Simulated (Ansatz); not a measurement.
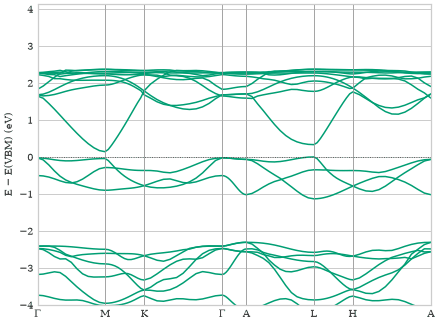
Figure: Band structure from LDA (plane waves, PAW; program Ansatz)

Problem. Read off the gap and where the band edges lie.

Solution. About 0.1 eV (0.14 eV by a search for the band edges); maximum at L, minimum at M.

Problem. Which compound is it?
(A) HgS, P3_221 (Hg on 3a, S on 3b)
(B) HfS2, CdI2 type
(C) PbI2, CdI2 type
(D) La2GeI2, P-3m1 (La on 2d, Ge on 1b, I on 2d)

Solution. D, La2GeI2, P-3m1 (La on 2d, Ge on 1b, I on 2d)

The workflow started from a Materials Project entry (that database holds measured and hypothetical structures alike); the Crystallography Open Database files this formula in space group No. 164, but the cells were not matched. Whether it is the stable phase at ambient conditions was not checked. The LDA relaxation kept the symmetry of its start; whether a distortion lowers the energy is not shown. A crystal of weakly bound layers computed without a dispersion correction: the cell and the soft elastic constants depend strongly on that. Scalar-relativistic: spin–orbit coupling is off unless named, which matters more the heavier the elements.

Potentials: the later of the program's two PAW sets.
